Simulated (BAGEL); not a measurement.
# C2H6Si (SMILES C[Si]C): a chain of runs

Aim: a single-point energy (HF/cc-pVDZ), then the energy (NEVPT2(2,2)/cc-pVDZ), then the energy (CASPT2(2,2)/cc-pVDZ) of C2H6Si. 

The results are computed with BAGEL 1.2.2.

## 1. Starting point

C2H6Si has 9 atoms, charge 0, and is taken as a singlet. As SMILES, `C[Si]C`. One bond was lengthened or shortened from a relaxed shape.

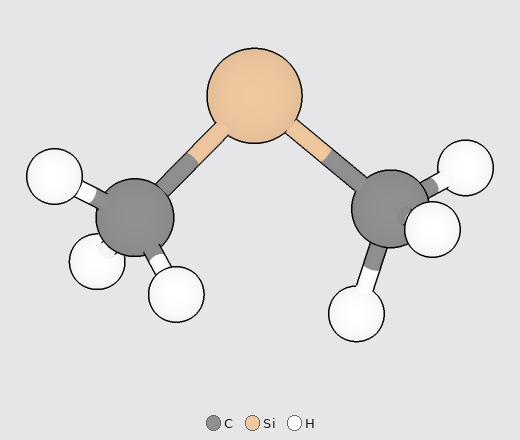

Viewed from a chosen angle; carbon grey, silicon light orange, hydrogen white.

## 2. The energy at HF/cc-pVDZ (density fitting with svp-jkfit) (run 1)

Input file calc.json:

```json
{ "bagel": [

{
  "title": "molecule",
  "basis": "cc-pvdz.json",
  "df_basis": "svp-jkfit",
  "angstrom": "true",
  "geometry": [
    { "atom": "C", "xyz": [   -0.368805,    1.065836,   -0.843543 ] },
    { "atom": "Si", "xyz": [    1.055395,   -0.181164,   -0.951043 ] },
    { "atom": "C", "xyz": [    0.760495,   -1.050864,    0.707757 ] },
    { "atom": "H", "xyz": [   -1.272105,    0.498936,   -1.120443 ] },
    { "atom": "H", "xyz": [   -0.281105,    1.893536,   -1.549243 ] },
    { "atom": "H", "xyz": [   -0.544905,    1.455236,    0.164357 ] },
    { "atom": "H", "xyz": [   -0.455600,   -1.193000,    1.001000 ] },
    { "atom": "H", "xyz": [    1.276495,   -2.008064,    0.799057 ] },
    { "atom": "H", "xyz": [    1.187395,   -0.378464,    1.468857 ] }
  ]
},
{ "title": "hf", "charge": 0 },
{ "title": "print", "file": "orbitals.molden", "orbitals": "true" }

]}
```

The basis set cc-pVDZ is read from a file made from the Basis Set Exchange's data (not shown).

Launch:

```sh
BAGEL_NUM_THREADS=1 BAGEL calc.json > calc.out
```

Log:

```text
* using 1 threads per process

  ===============================================================
  ===============================================================

  *** Geometry ***

  { "atom" : "C", "xyz" : [     -0.696940,      2.014138,     -1.594065 ] },
  { "atom" : "Si", "xyz" : [      1.994408,     -0.342350,     -1.797211 ] },
  { "atom" : "C", "xyz" : [      1.437127,     -1.985845,      1.337467 ] },
  { "atom" : "H", "xyz" : [     -2.403930,      0.942852,     -2.117330 ] },
  { "atom" : "H", "xyz" : [     -0.531211,      3.578264,     -2.927645 ] },
  { "atom" : "H", "xyz" : [     -1.029721,      2.749997,      0.310590 ] },
  { "atom" : "H", "xyz" : [     -0.860959,     -2.254443,      1.891616 ] },
  { "atom" : "H", "xyz" : [      2.412226,     -3.794691,      1.509999 ] },
  { "atom" : "H", "xyz" : [      2.243851,     -0.715193,      2.775737 ] },

  Number of auxiliary basis functions:      386

  Since a DF basis is specified, we compute 2- and 3-index integrals:
    o Being stored without compression. Storage requirement is 0.018 GB

  Number of basis functions:       76
  Number of electrons      :       32

    * METHOD: MOLECULE                             0.23

  *** RHF ***

  === Nuclear Repulsion ===
    97.1337824091

      * DIIS with orbital gradients will be used.

  === RHF iteration (cc-pvdz.json) ===
      0       -367.91196374          0.01766933           0.05
      1       -368.06472586          0.00888900           0.05
      2       -368.09820730          0.00171889           0.05
      3       -368.10064756          0.00023178           0.05
      4       -368.10069341          0.00008125           0.05
      5       -368.10069989          0.00002653           0.05
      6       -368.10070040          0.00000799           0.05
      7       -368.10070045          0.00000186           0.05
      8       -368.10070045          0.00000089           0.05
      9       -368.10070045          0.00000021           0.05
     10       -368.10070045          0.00000008           0.05
     11       -368.10070045          0.00000004           0.05
     12       -368.10070045          0.00000002           0.05
     13       -368.10070045          0.00000001           0.05
    * SCF iteration converged.

    * Permanent dipole moment:
           (    0.323536,    -0.100557,    -0.347591) a.u.

    * METHOD: HF                                   0.86

    * METHOD: PRINT                                0.04

  ===============================================================
```

It took 1.8 s on 1 thread of AMD EPYC 7R43 (Zen 3), shared host; peak memory 0.14 GiB.

## 3. The energy at NEVPT2(2,2)/cc-pVDZ (density fitting with svp-jkfit) (run 2)

Input file job.json:

```json
{ "bagel" : [

{
  "title" : "molecule",
  "basis" : "cc-pvdz.json",
  "df_basis" : "svp-jkfit",
  "angstrom" : true,
  "geometry" : [
    { "atom" : "C", "xyz" : [      -0.368805,       1.065836,      -0.843543 ] },
    { "atom" : "Si", "xyz" : [       1.055395,      -0.181164,      -0.951043 ] },
    { "atom" : "C", "xyz" : [       0.760495,      -1.050864,       0.707757 ] },
    { "atom" : "H", "xyz" : [      -1.272105,       0.498936,      -1.120443 ] },
    { "atom" : "H", "xyz" : [      -0.281105,       1.893536,      -1.549243 ] },
    { "atom" : "H", "xyz" : [      -0.544905,       1.455236,       0.164357 ] },
    { "atom" : "H", "xyz" : [      -0.455600,      -1.193000,       1.001000 ] },
    { "atom" : "H", "xyz" : [       1.276495,      -2.008064,       0.799057 ] },
    { "atom" : "H", "xyz" : [       1.187395,      -0.378464,       1.468857 ] }
  ]
},

{
  "title" : "hf"
},

{
  "title" : "nevpt2",
  "nstate" : 1,
  "nact" : 2,
  "nclosed" : 15,
  "active" : [14, 20],
  "maxiter" : 200,
  "natocc" : true,
  "ncore" : 7
},

{
  "title" : "print",
  "file" : "orbitals.molden",
  "orbitals" : true
}

]}
```

The basis set cc-pVDZ is read from a file made from the Basis Set Exchange's data (not shown).

Launch:

```sh
BAGEL_NUM_THREADS=1 BAGEL job.json > job.out
```

Log:

```text
* using 1 threads per process

  ===============================================================
  ===============================================================

  *** Geometry ***

  { "atom" : "C", "xyz" : [     -0.696940,      2.014138,     -1.594065 ] },
  { "atom" : "Si", "xyz" : [      1.994408,     -0.342350,     -1.797211 ] },
  { "atom" : "C", "xyz" : [      1.437127,     -1.985845,      1.337467 ] },
[... 5 lines of this table left out ...]
  { "atom" : "H", "xyz" : [      2.243851,     -0.715193,      2.775737 ] },

  Number of auxiliary basis functions:      386

  Since a DF basis is specified, we compute 2- and 3-index integrals:
    o Being stored without compression. Storage requirement is 0.018 GB

[... 18 lines left out ...]
    * SCF iteration converged.
[... 1 line left out ...]
    * Permanent dipole moment:
[... 28 lines left out ...]
    * Second-order optimization converged. *

     guess   0:   closed 1.                   open ..

  === FCI iteration ===

      0  0      -368.10035073     8.14e-02      0.00
      1  0      -368.12013468     6.90e-04      0.00
      2  0 *    -368.12013700     3.75e-16      0.00

     * ci vector, state   0, <S^2> = 0.0000
       2.     0.9927034594
       .2    -0.1205812660

  === DF-NEVPT2 calculation ===

    * 3-index integral transformation done
    * assembly done

      NEVPT2 correlation energy:   -0.3599898941      0.13

          (+0)     -0.3046268104
          (+0)'    -0.0158727278
          (+1)     -0.0045419595
          (+1)'    -0.0000000000
          (+2)     -0.0002713030
          (-1)     -0.0262362077
          (-1)'     0.0000000000
          (-2)     -0.0084408856

      NEVPT2 total energy:       -368.4801268986

    * METHOD: NEVPT2                               3.13

    * METHOD: PRINT                                0.04

  ===============================================================
```

Run time: 5.1 s. Hardware: 1 thread of AMD EPYC 7R43 (Zen 3), shared host; peak memory 0.14 GiB.

## 4. The energy at CASPT2(2,2)/cc-pVDZ (density fitting with svp-jkfit) (run 3)

Input file job.json:

```json
{ "bagel": [

{
  "title": "molecule",
  "basis": "cc-pvdz.json",
  "df_basis": "svp-jkfit",
  "angstrom": true,
  "geometry": [
    { "atom": "C", "xyz": [   -0.368805,    1.065836,   -0.843543 ] },
    { "atom": "Si", "xyz": [    1.055395,   -0.181164,   -0.951043 ] },
    { "atom": "C", "xyz": [    0.760495,   -1.050864,    0.707757 ] },
    { "atom": "H", "xyz": [   -1.272105,    0.498936,   -1.120443 ] },
    { "atom": "H", "xyz": [   -0.281105,    1.893536,   -1.549243 ] },
    { "atom": "H", "xyz": [   -0.544905,    1.455236,    0.164357 ] },
    { "atom": "H", "xyz": [   -0.455600,   -1.193000,    1.001000 ] },
    { "atom": "H", "xyz": [    1.276495,   -2.008064,    0.799057 ] },
    { "atom": "H", "xyz": [    1.187395,   -0.378464,    1.468857 ] }
  ]
},
{ "title": "hf" },
{ "title": "casscf", "nstate": 1, "nact": 2, "nclosed": 15, "active": [14, 20], "maxiter": 200, "natocc": true },
{ "title": "print", "file": "orbitals.molden", "orbitals": true },
{ "title": "smith", "method": "caspt2", "ms": true, "xms": true, "sssr": true, "shift": 0.2, "shift_imag": true, "ncore": 7 }

]}
```

The basis set cc-pVDZ is read from a file made from the Basis Set Exchange's data (not shown).

Launch:

```sh
BAGEL_NUM_THREADS=1 BAGEL job.json > job.out
```

Log:

```text
* using 1 threads per process

  ===============================================================
  ===============================================================

  *** Geometry ***

  { "atom" : "C", "xyz" : [     -0.696940,      2.014138,     -1.594065 ] },
  { "atom" : "Si", "xyz" : [      1.994408,     -0.342350,     -1.797211 ] },
  { "atom" : "C", "xyz" : [      1.437127,     -1.985845,      1.337467 ] },
[... 5 lines of this table left out ...]
  { "atom" : "H", "xyz" : [      2.243851,     -0.715193,      2.775737 ] },

  Number of auxiliary basis functions:      386

  Since a DF basis is specified, we compute 2- and 3-index integrals:
    o Being stored without compression. Storage requirement is 0.018 GB

[... 18 lines left out ...]
    * SCF iteration converged.
[... 1 line left out ...]
    * Permanent dipole moment:
[... 27 lines left out ...]
    * Second-order optimization converged. *
[... 9 lines left out ...]
     * ci vector, state   0, <S^2> = 0.0000
[... 16 lines left out ...]
    * Zeroth order energy : state  0       -1.0529956175
[... 4 lines left out ...]
       #      aibj      arbs      arbi      airj      risj      airs      arst      rist         Etot      error   time
[... 2 lines left out ...]
       0  -0.30325  -0.01014  -0.02686  -0.00499  -0.00038  -0.01374  -0.00000  -0.00000   -0.3593641  0.0017868   0.07
       1  -0.30351  -0.01021  -0.02699  -0.00513  -0.00042  -0.01414  -0.00000  -0.00000   -0.3603873  0.0003268   0.05
       2  -0.30353  -0.01021  -0.02698  -0.00514  -0.00042  -0.01415  -0.00000  -0.00000   -0.3604301  0.0000728   0.06
       3  -0.30353  -0.01021  -0.02698  -0.00513  -0.00042  -0.01416  -0.00000  -0.00000   -0.3604318  0.0000170   0.06
       4  -0.30353  -0.01021  -0.02698  -0.00513  -0.00042  -0.01416   0.00000  -0.00000   -0.3604319  0.0000043   0.06
       5  -0.30353  -0.01021  -0.02698  -0.00513  -0.00042  -0.01416  -0.00000  -0.00000   -0.3604319  0.0000010   0.06

      ------------------------------------------------------------------------------------------------------------------

    * CASPT2 energy : state  0     -368.4832248114
        w/o shift correction       -368.4805688972
        reference weight              0.8749810351

    * METHOD: SMITH                                0.53

  ===============================================================
```

It took 5.1 s on 1 thread of AMD EPYC 7R43 (Zen 3), shared host; peak memory 0.14 GiB.

## 5. What came out

```
                                quantity          value
         run 1, HF/cc-pVDZ: total energy  -368.10070 Eh
        run 1, HF/cc-pVDZ: dipole moment         1.23 D
          run 1, HF/cc-pVDZ: HOMO energy       -8.23 eV
          run 1, HF/cc-pVDZ: LUMO energy        1.28 eV
        run 1, HF/cc-pVDZ: HOMO–LUMO gap        9.50 eV
run 2, NEVPT2(2,2)/cc-pVDZ: total energy  -368.48013 Eh
run 3, CASPT2(2,2)/cc-pVDZ: total energy  -368.48322 Eh
```
